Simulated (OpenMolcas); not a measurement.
# Multiconfigurational calculation: Zr⁺ (part 2 of 2)

Continued. System: Zr⁺. Method: state-averaged CASSCF, active space 3 electrons in the shells 4d 5s, basis ANO-R2, X2C scalar Hamiltonian, spin-orbit coupling by RASSI with atomic mean-field integrals (OpenMolcas).

Log (extracts), continued:
```
--- RASSI ---
SPIN-FREE ENERGIES:
  (Shifted by EMIN (a.u.) =      -3596.0206838387)

 SF State       Relative EMIN(au)   Rel lowest level(eV)    D:o, cm**(-1)      L_eff

     1             0.0000000000        0.0000000000              0.0000         3.0
     2             0.0000000000        0.0000000000              0.0000         3.0
     3             0.0000000000        0.0000000000              0.0000         3.0
     4             0.0000000000        0.0000000000              0.0000         3.0
     5             0.0000000000        0.0000000000              0.0000         3.0
     6             0.0000000000        0.0000000000              0.0000         3.0
     7             0.0000000000        0.0000000000              0.0000         3.0
     8             0.0147284220        0.4007807786           3232.5150         3.0
     9             0.0147284220        0.4007807786           3232.5150         3.0
    10             0.0147284220        0.4007807786           3232.5150         3.0
    11             0.0147284220        0.4007807786           3232.5150         3.0
    12             0.0147284220        0.4007807786           3232.5150         3.0
    13             0.0147284220        0.4007807786           3232.5150         3.0
    14             0.0147284220        0.4007807786           3232.5150         3.0
    21             0.0262366785        0.7139363926           5758.2853         2.0
    22             0.0262366785        0.7139363926           5758.2853         2.0
    23             0.0262366785        0.7139363926           5758.2853         2.0
    24             0.0262366785        0.7139363926           5758.2853         2.0
    25             0.0262366785        0.7139363926           5758.2853         2.0
    26             0.0332793758        0.9055779490           7303.9787         1.0
    27             0.0332793758        0.9055779490           7303.9787         1.0
    28             0.0332793758        0.9055779490           7303.9787         1.0
    17             0.0401998029        1.0938923636           8822.8369         1.0
    15             0.0401998029        1.0938923636           8822.8369         1.0
    16             0.0401998029        1.0938923636           8822.8369         1.0
    29             0.0408403233        1.1113218120           8963.4149         3.0
    30             0.0408403233        1.1113218120           8963.4149         3.0
    31             0.0408403233        1.1113218120           8963.4149         3.0
    32             0.0408403233        1.1113218120           8963.4149         3.0
    33             0.0408403233        1.1113218120           8963.4149         3.0
    34             0.0408403233        1.1113218120           8963.4149         3.0
    35             0.0408403233        1.1113218120           8963.4149         3.0
    36             0.0435942560        1.1862601391           9567.8333         4.0
    37             0.0435942560        1.1862601391           9567.8333         4.0
    38             0.0435942560        1.1862601391           9567.8333         4.0
    39             0.0435942560        1.1862601391           9567.8333         4.0
    40             0.0435942560        1.1862601391           9567.8333         4.0
    41             0.0435942560        1.1862601391           9567.8333         4.0
    42             0.0435942560        1.1862601391           9567.8333         4.0
    43             0.0435942560        1.1862601391           9567.8333         4.0
Eigenvalues of complex Hamiltonian:
   -----------------------------------
  (Shifted by EMIN (a.u.) =      -3596.0206838387)

 SO State       Relative EMIN(au)   Rel lowest level(eV)    D:o, cm**(-1)     J-value

     1            -0.0033702756        0.0000000000              0.0000         1.2
     2            -0.0033702756        0.0000000000              0.0000         1.2
     3            -0.0033702756        0.0000000000              0.0000         1.0
     4            -0.0033702756        0.0000000000              0.0000         1.1
     5            -0.0019828246        0.0377544647            304.5103         1.9
     6            -0.0019828246        0.0377544647            304.5103         1.5
     7            -0.0019828246        0.0377544647            304.5103         2.1
     8            -0.0019828246        0.0377544647            304.5103         2.0
     9            -0.0019828246        0.0377544647            304.5103         2.3
    10            -0.0019828246        0.0377544647            304.5103         2.0
    11            -0.0000508063        0.0903273600            728.5393         2.8
    12            -0.0000508063        0.0903273600            728.5393         2.3
    13            -0.0000508063        0.0903273600            728.5393         2.3
    14            -0.0000508063        0.0903273600            728.5393         2.8
    15            -0.0000508063        0.0903273600            728.5393         3.2
    16            -0.0000508063        0.0903273600            728.5393         2.7
    17            -0.0000508063        0.0903273600            728.5393         2.9
    18            -0.0000508063        0.0903273600            728.5393         3.1
    19             0.0023709962        0.1562279634           1260.0635         4.1
    20             0.0023709962        0.1562279634           1260.0635         3.5
    21             0.0023709962        0.1562279634           1260.0635         3.4
    22             0.0023709962        0.1562279634           1260.0635         3.9
    23             0.0023709962        0.1562279634           1260.0635         2.4
    24             0.0023709962        0.1562279634           1260.0635         3.8
    25             0.0023709962        0.1562279634           1260.0635         3.0
    26             0.0023709962        0.1562279634           1260.0635         3.8
    27             0.0023709962        0.1562279634           1260.0635         3.9
    28             0.0023709962        0.1562279634           1260.0635         3.8
    29             0.0111982907        0.3964308852           3197.4307         1.0
    30             0.0111982907        0.3964308852           3197.4307         1.4
    31             0.0111982907        0.3964308852           3197.4307         1.3
    32             0.0111982907        0.3964308852           3197.4307         0.9
    33             0.0127099272        0.4375646086           3529.1966         2.2
    34             0.0127099272        0.4375646086           3529.1966         2.1
    35             0.0127099272        0.4375646086           3529.1966         2.1
    36             0.0127099272        0.4375646086           3529.1966         1.9
    37             0.0127099272        0.4375646086           3529.1966         1.9
    38             0.0127099272        0.4375646086           3529.1966         1.5
    39             0.0146686056        0.4908629641           3959.0768         2.9
    40             0.0146686056        0.4908629641           3959.0768         3.0
    41             0.0146686056        0.4908629641           3959.0768         2.9
Weights of the five most important spin-orbit-free states for each spin-orbit state.

 SO State  Total energy (au)           Spin-free states, spin, and weights
 -------------------------------------------------------------------------------------------------------
    1        -0.003370       6 1.5  0.2428    3 1.5  0.1848    2 1.5  0.1446    7 1.5  0.1355    1 1.5  0.1214
    2        -0.003370       6 1.5  0.2381    3 1.5  0.1688    1 1.5  0.1604    2 1.5  0.1189    7 1.5  0.1186
    3        -0.003370       5 1.5  0.1992    4 1.5  0.1832    7 1.5  0.1535    2 1.5  0.1505    1 1.5  0.1402
    4        -0.003370       5 1.5  0.2008    4 1.5  0.1976    7 1.5  0.1611    2 1.5  0.1548    1 1.5  0.1466
    5        -0.001983       7 1.5  0.2150    6 1.5  0.2083    2 1.5  0.1876    3 1.5  0.1874    4 1.5  0.1333
    6        -0.001983       5 1.5  0.2160    3 1.5  0.1820    7 1.5  0.1771    1 1.5  0.1735    6 1.5  0.1083
    7        -0.001983       4 1.5  0.1901    7 1.5  0.1863    2 1.5  0.1809    3 1.5  0.1777    6 1.5  0.1057
    8        -0.001983       7 1.5  0.1673    1 1.5  0.1667    4 1.5  0.1525    5 1.5  0.1483    3 1.5  0.1284
    9        -0.001983       1 1.5  0.2058    5 1.5  0.1855    6 1.5  0.1777    4 1.5  0.1456    2 1.5  0.1175
   10        -0.001983       1 1.5  0.2017    5 1.5  0.1898    2 1.5  0.1685    4 1.5  0.1655    6 1.5  0.1482
   11        -0.000051       7 1.5  0.2423    5 1.5  0.1934    2 1.5  0.1630    1 1.5  0.1146    3 1.5  0.1075
   12        -0.000051       6 1.5  0.2758    7 1.5  0.1649    3 1.5  0.1462    5 1.5  0.1346    2 1.5  0.1013
```

Spin-orbit levels, grouped by J and assigned (the lowest 15):

```tsv
Configuration	Level	E (cm⁻¹)	LS purity (%)	Landé g
4d² 5s	⁴F₃/₂	0	100	0.401
4d² 5s	⁴F₅/₂	304	100	1.029
4d² 5s	⁴F₇/₂	728	100	1.239
4d² 5s	⁴F₉/₂	1,260	100	1.334
4d³	⁴F₃/₂	3,197	98	0.405
4d³	⁴F₅/₂	3,529	99	1.030
4d³	⁴F₇/₂	3,959	100	1.238
4d³	⁴F₉/₂	4,460	99	1.333
4d² 5s	²D₃/₂	6,250	91	0.830
4d² 5s	²D₅/₂	6,554	96	1.201
4d³	²P₁/₂	7,786	99	0.679
4d³	²P₃/₂	8,209	91	1.307
4d² 5s	⁴P₁/₂	9,270	100	2.668
4d² 5s	²F₅/₂	9,343	98	0.868
4d² 5s	⁴P₃/₂	9,460	99	1.728
```

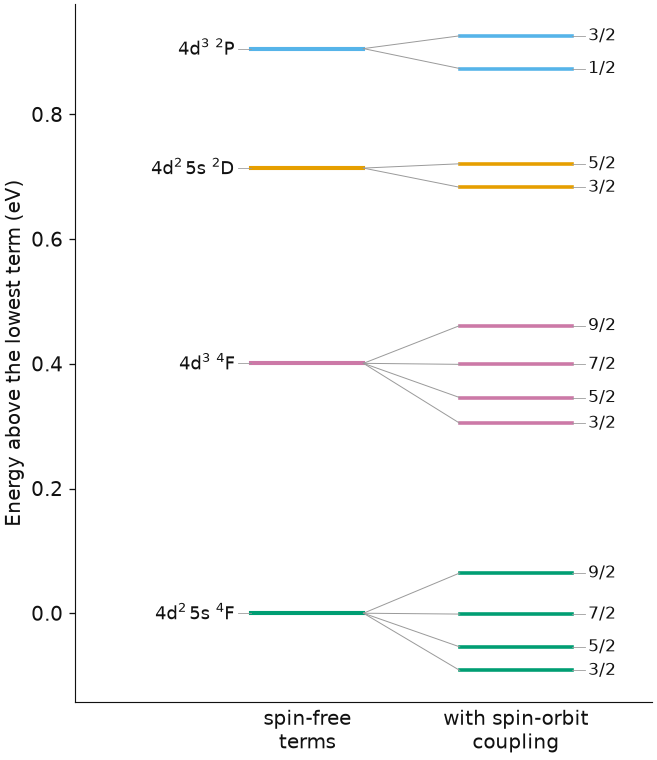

**Figure 2.** Terms of Zr II (Zr⁺) without and with spin-orbit coupling; numbers at the right are J. 4d² 5s ⁴F (at 0) splits over 0.156 eV into J = 3/2, 5/2, 7/2, 9/2 from the bottom up (normal); 4d³ ⁴F (at 0.401 eV) splits over 0.157 eV into J = 3/2, 5/2, 7/2, 9/2 from the bottom up (normal); 4d² 5s ²D (at 0.714 eV) splits over 0.0377 eV into J = 3/2, 5/2 from the bottom up (normal); 4d³ ²P (at 0.906 eV) splits over 0.0524 eV into J = 1/2, 3/2 from the bottom up (normal). The ground level lies 0.0917 eV below the lowest term.

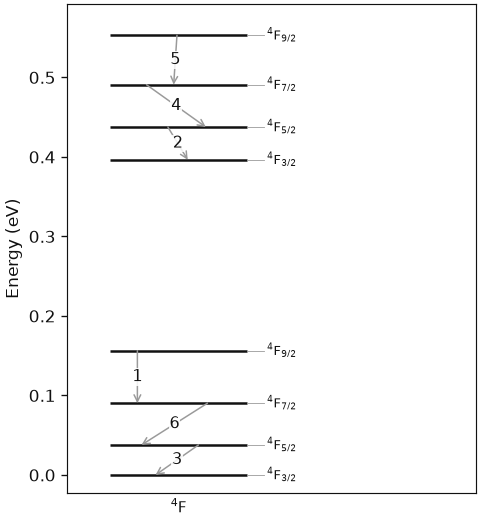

**Figure 3.** Levels of Zr⁺ with 6 numbered transitions. Rates are at computed energies.

| No. | Upper | Lower | Type | λ (vacuum) | A (s⁻¹) |
| --- | --- | --- | --- | --- | --- |
| 1 | 4d² 5s ⁴F₉/₂ | 4d² 5s ⁴F₇/₂ | M1 | 18.8 µm | 4.1×10⁻³ |
| 2 | 4d³ ⁴F₅/₂ | 4d³ ⁴F₃/₂ | M1 | 30.1 µm | 1.6×10⁻³ |
| 3 | 4d² 5s ⁴F₅/₂ | 4d² 5s ⁴F₃/₂ | M1 | 32.8 µm | 1.2×10⁻³ |
| 4 | 4d³ ⁴F₇/₂ | 4d³ ⁴F₅/₂ | M1 | 23.3 µm | 3.4×10⁻³ |
| 5 | 4d³ ⁴F₉/₂ | 4d³ ⁴F₇/₂ | M1 | 20.0 µm | 3.4×10⁻³ |
| 6 | 4d² 5s ⁴F₇/₂ | 4d² 5s ⁴F₅/₂ | M1 | 23.6 µm | 3.3×10⁻³ |

Line 1 has the largest rate; it falls in the infrared region.

Outcome of the run: converged.
